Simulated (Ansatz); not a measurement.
# CCSDTQ/STO-3G run of H3NO (hydroxylamine)

Aim: the energy change on altering one bond length of H3NO (hydroxylamine) at CCSDTQ/STO-3G, from 2 runs. 

The results are computed with Ansatz 0.2.0.

51 further runs of the same task are left out: 1 that didn't finish, 50 set aside as unsound or not needed.

## 1. The structure to begin with

H3NO: 5 atoms, total charge 0, spin state singlet. As SMILES, `NO`. The coordinates come from a GFN2-xTB relaxation. This is one conformer, not always the lowest.

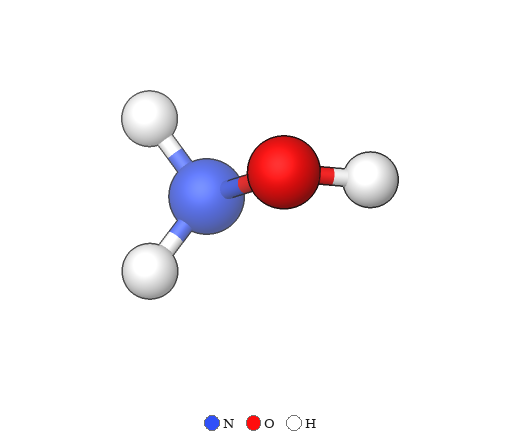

Viewed from a chosen angle; nitrogen blue, oxygen red, hydrogen white.

## 2. The energy at CCSDTQ/STO-3G

job.yaml

```yaml
crystal:
  periodic: [false, false, false]
  atoms:
    - symbol: "N"
      position_ang: [-0.178910, -0.366440, -0.312920]
    - symbol: O
      position_ang: [0.371730, 0.674250, 0.501760]
    - symbol: H
      position_ang: [-0.161770, -1.206140, 0.265260]
    - symbol: H
      position_ang: [-1.156690, -0.114310, -0.454620]
    - symbol: H
      position_ang: [1.125640, 1.012630, 0.000530]
basis:
  gaussian: {orbitals: STO-3G}
correlation: {method: ccsdtq, frozen_orbitals: {H: 0, "N": 1, O: 1}}
accuracy: high
scf: {omitted_lower_state_checks: [cluster_reference, increment]}
```

On the command line:

```bash
$ ansatz run job.yaml --threads 1 --pin off --max-ram 2610MiB --events-out events.jsonl --progress --plain --runs-dir runs
```

Standard output, cut to the lines that bear on the results:

```text
Warning: RAYON_NUM_THREADS=1 ignored (pool sized by the plan → 1); use --threads N
Functional definition: HF
  name "HF"
[...]
209 factors; integrals over basis functions are off by at most 3.8e-8 eV
[...]
mean field -3517.33825351 eV, -129.2597966791 hartree, gradient 2.2e-8 eV, S^2 0.000000; 0 other end points of the search recorded, 0 dependent functions left out
2 core orbitals not correlated: weight in the atoms' cores, before any rotation towards them, 1.000 or more for the frozen orbitals, at most 0.000 for the correlated occupied ones
reference -3517.33825351 eV, -129.2597966791 hartree; 7, 7 occupied and 4, 4 virtual orbitals, 209 factors
second order -2.22180125 eV of doubles, -0.00000000 eV of singles
cycle   1  -2.75295656 eV  change   -5.3e-1 eV  update   5.3e-2
[...]
cycle  21  -3.04536356 eV  change  -2.3e-10 eV  update  5.1e-10
Total energy: -3520.38361707 eV, -129.3717117255 hartree
Checks for a lower state left out: cluster_reference, increment
```

Run time: 2.6 s. Hardware: 1 thread of Arm Neoverse V1, shared host; peak memory 0.1 GiB.

## 3. The distorted shape, same level

job.yaml

```yaml
crystal:
  periodic: [false, false, false]
  atoms:
    - {symbol: "N", position_ang: [0.065562, -0.429479, -0.277491]}
    - {symbol: O, position_ang: [0.616202, 0.611211, 0.537189]}
    - {symbol: H, position_ang: [0.082702, -1.269179, 0.300689]}
    - {symbol: H, position_ang: [-1.156690, -0.114310, -0.454620]}
    - {symbol: H, position_ang: [1.370112, 0.949591, 0.035959]}
basis:
  gaussian: {orbitals: STO-3G}
accuracy: high
correlation: {method: ccsdtq, frozen_orbitals: {H: 0, "N": 1, O: 1}}
scf: {omitted_lower_state_checks: [cluster_reference, increment]}
```

On the command line:

```bash
$ ansatz run job.yaml --threads 1 --pin off --max-ram 2610MiB --events-out events.jsonl --progress --plain --runs-dir runs
```

Standard output, cut to the lines that bear on the results:

```text
Warning: RAYON_NUM_THREADS=1 ignored (pool sized by the plan → 1); use --threads N
[... 2 set-up lines as earlier in the session ...]
[...]
209 factors; integrals over basis functions are off by at most 2.7e-8 eV
[...]
mean field -3516.33601411 eV, -129.2229650605 hartree, gradient 2.7e-8 eV, S^2 0.000000; 0 other end points of the search recorded, 0 dependent functions left out
2 core orbitals not correlated: weight in the atoms' cores, before any rotation towards them, 1.000 or more for the frozen orbitals, at most 0.000 for the correlated occupied ones
reference -3516.33601411 eV, -129.2229650605 hartree; 7, 7 occupied and 4, 4 virtual orbitals, 209 factors
second order -2.51967165 eV of doubles, -0.00000000 eV of singles
cycle   1  -3.12937582 eV  change   -6.1e-1 eV  update   6.3e-2
[...]
cycle  24  -3.51231433 eV  change   1.9e-10 eV  update   1.2e-9
Total energy: -3519.84832844 eV, -129.3520402313 hartree
Checks for a lower state left out: cluster_reference, increment
```

Run time: 2.9 s. Hardware: 1 thread of Arm Neoverse V1, shared host; peak memory 0.1 GiB.

## 4. Outcome

Level: CCSDTQ/STO-3G, 2 core orbitals frozen.

| quantity | value |
| --- | --- |
| first shape: total energy | -129.37171 Eh |
| first shape: correlation energy (2 core orbitals frozen) | -111.9 mEh |
| first shape: T1 diagnostic | 0.006 |
| distorted shape: total energy | -129.35204 Eh |
| distorted shape: correlation energy (2 core orbitals frozen) | -129.1 mEh |
| distorted shape: T1 diagnostic | 0.009 |
| energy change with the N1–H4 bond stretched from 1.020 to 1.275 Å | 0.535 eV |

What this shows: With the N1–H4 bond stretched from 1.020 to 1.275 Å the energy rises by 0.54 eV (51.6 kJ/mol). The first shape isn't relaxed at this level, so the change isn't measured from a minimum. The minimal basis adds a large error of its own.
